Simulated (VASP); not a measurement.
Band structure of Mg (space group P6_3/mmc). These are PBE GGA, VASP's PBE PAW potentials (set 64) (plane waves; VASP) values and carry that method's errors.

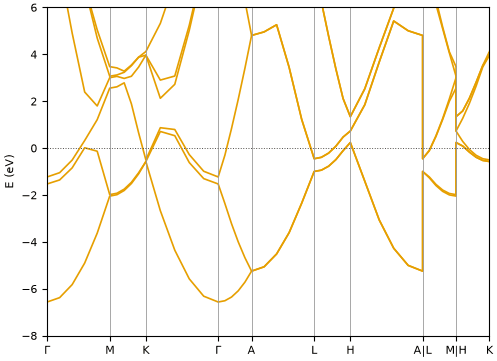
*Bands along high-symmetry lines, zero at the valence-band maximum or, without a gap, the Fermi level*

Question: Read the plot: is there a gap, and where are the band edges?

Answer: It has no gap at this level: it comes out as a metal or semimetal.

The structure is a typed Mg crystal (P6_3/mmc). The cell was not relaxed at this level.
